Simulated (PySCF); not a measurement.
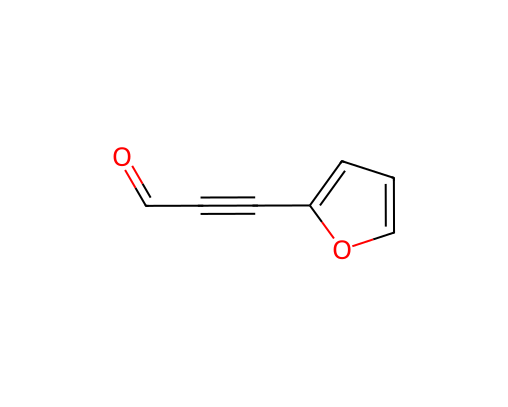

2D structure.

Question: Write the SMILES.

Answer: O=CC#Cc1ccco1

Question: What is the molecular formula?

Answer: C7H4O2.

More results for the same structure follow; atom numbers are the same in all pictures, views and colours differ. Computed geometry: PBE0-D3(BJ)/def2-SVP optimisation. No frequency run is at hand to confirm it as a minimum.

### Electronic properties

No frequency run is at hand to confirm it as a minimum. Method: CAM-B3LYP/def2-SVPD in chloroform (IEF-PCM) (PySCF 2.14.0). Excitations: vertical, linear response.

What does the calculation give?

- dipole moment: 5.75 D
- HOMO energy (Kohn–Sham orbital): −8.07 eV
- LUMO energy (Kohn–Sham orbital): −1.37 eV
- HOMO–LUMO gap: 6.70 eV
- mean static polarisability: 128.9 bohr³
- lowest vertical singlet excitation: 4.01 eV
- its oscillator strength: 0.000
- brightest of the 6 lowest singlets: 4.14 eV
- its oscillator strength: 0.77

### Charges

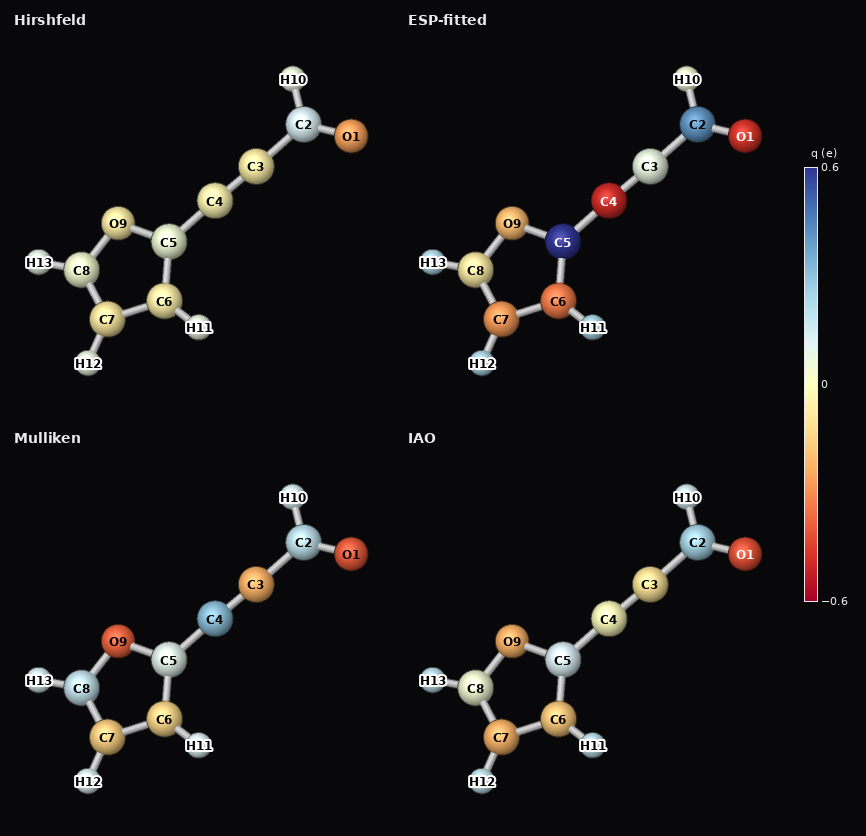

Atomic charges of one calculation by 4 schemes, on one colour scale. No frequency run is at hand to confirm it as a minimum. Computed with PBE0/pcSseg-1 in chloroform (IEF-PCM) (PySCF 2.14.0).

Question: Which scheme gives the most polar picture (largest mean size of the charges)?

Answer: The ESP-fitted charges are the largest in size here, and the Hirshfeld charges the smallest.

Question: On which atom do the schemes disagree most?

Answer: On C4 (from −0.49 to 0.30 e).

List the charges (e), one line for each set of equivalent atoms.

```tsv
atom	Hirshfeld	ESP-fitted	Mulliken	IAO
O1	−0.26	−0.47	−0.39	−0.41
C2	0.13	0.41	0.19	0.24
C3	−0.05	0.08	−0.22	−0.09
C4	−0.03	−0.49	0.30	0.00
C5	0.05	0.60	0.09	0.12
C6	−0.05	−0.32	−0.13	−0.17
C7	−0.07	−0.27	−0.15	−0.22
C8	0.04	−0.06	0.17	0.04
O9	−0.06	−0.20	−0.37	−0.22
H10	0.06	0.05	0.13	0.14
H11	0.08	0.24	0.12	0.19
H12	0.07	0.23	0.13	0.18
H13	0.09	0.22	0.13	0.19
```

### Ring current

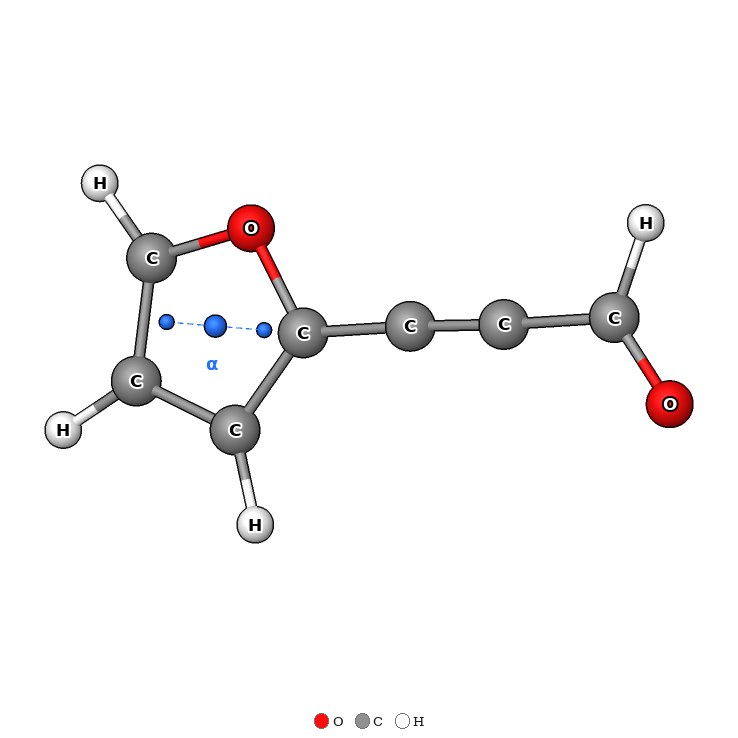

The small points mark where nucleus-independent chemical shifts (NICS) were computed: at the centre of each lettered ring and 1 Å above and below it. No frequency run is at hand to confirm it as a minimum. Level of theory: GIAO PBE0/pcSseg-1 NMR shielding, non-relativistic, IEF-PCM chloroform (PySCF 2.14.0).

Give NICS(0), NICS(1) and the out-of-plane component NICS(1)zz for each ring (means of the two sides).

```
ring  members  NICS(0)  NICS(1)  NICS(1)zz
   α      C4O    −11.8    −10.4      −25.8
```

Values in ppm.

Question: What do the values say about the ring currents?

Answer: Ring α: diatropic, as in an aromatic ring. NICS is one index among several.

Mulliken values depend strongly on the basis set and can even reverse the polarity of a bond.
